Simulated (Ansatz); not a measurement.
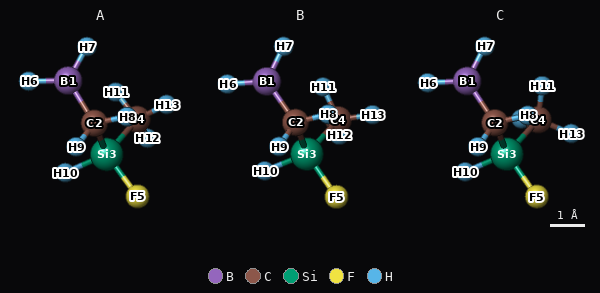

3 geometries from a converged minimum-energy path of C₂H₈BFSi, shuffled. Style: ball-and-stick. Shown from a free direction.

Theory: Ansatz 0.2.0, RKS B3LYP-D4/6-31G*. Run with 5 movable images; climbing image; force threshold 0.05 eV/Å; iteration limit 60; starting path by image-dependent pair potential.

Q: Which of them lies highest in energy?

A: C. In order along the path, whose images run from 0 to 6: C (image 3, +5.81 kJ/mol), B (image 5, +1.10 kJ/mol), A (image 6, −0.03 kJ/mol). The motion is a rotation about the Si3–C4 bond by about 120°. No bond forms or breaks between the ends.

Cost: 82 s on 2 threads of Arm Neoverse V1, on a shared host, peak memory 0.19 GiB.
